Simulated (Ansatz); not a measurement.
**BFH2···F (doublet): density, localisation and related maps**

```
atom    x (Å)    y (Å)    z (Å)
   B  -0.1229  -0.0077   0.0495
   F  -0.7381  -0.0579   1.2211
   H   1.0807   0.0208   0.0332
   H  -0.8267   0.0047  -0.9303
   F   0.6069   0.0402   3.0165
```

Theory: Ansatz 0.2.0, UKS B3LYP-D4/def2-SVP.

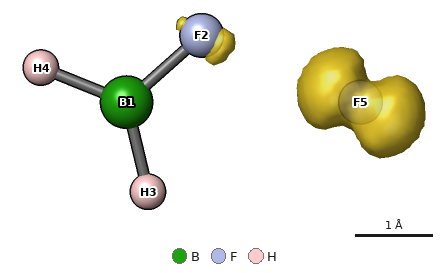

Figure 1. Isosurfaces of the spin density (α minus β) at +0.15 (yellow) and −0.15 e/Å³ (cyan), seen across its widest extent.

Question: Which atoms carry the spin?

Answer: The unpaired spin (1 electron) lies mostly on F5 (about 0.9), in electrons by Hirshfeld's partition. Only one sign reaches the isovalue.

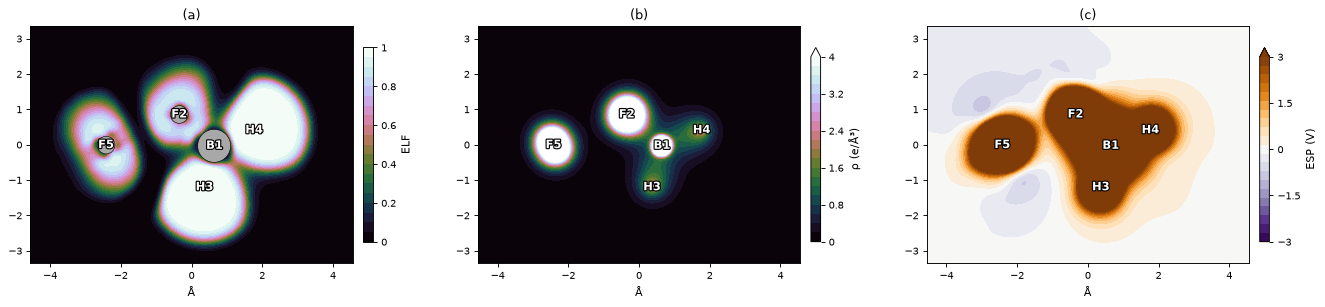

Figure 2. (a) electron localisation function; (b) total electron density; (c) molecular electrostatic potential on the molecular plane. Grey discs cover the atomic cores in the ELF map.

Question: What does the map show?

Answer:
- The section cuts through B, F and H sites.
- F2···F5 (2.25 Å): the density falls to about 0.17 e/Å³ on the way; the ELF dips to about 0.05 between them.
- B–F (1.32 Å): the density is about 2.2 e/Å³ at the midpoint; the ELF peaks at about 0.85 between the atoms: a polar covalent bond.
- B–H (1.20 Å): ρ at the midpoint is about 1.3 e/Å³; the ELF climbs to about 1 towards the hydrogen, as it does in any bond to H (an ordinary covalent bond to hydrogen).
- The ELF also peaks beside F2, away from the bonds: non-bonding electrons, paired or unpaired.
- Outside the dense part of the complex the potential is most negative (−0.9 V) near F5.

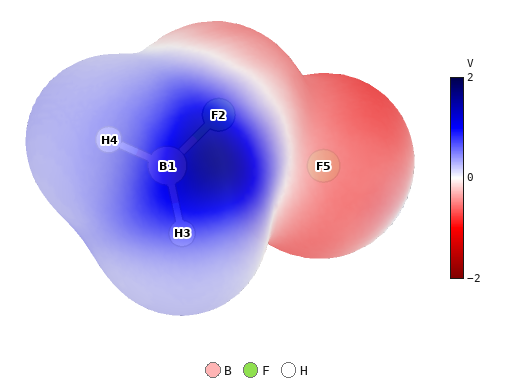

Figure 3. The molecular electrostatic potential painted on the density surface at 0.001 e/bohr³, seen at a tilt; the colour scale runs from red (negative) to blue (positive).

Question: Where is the surface potential most negative and most positive?

Answer: The most negative region (about −0.7 V) lies over F5, the most positive (about +1.6 V) over B1.
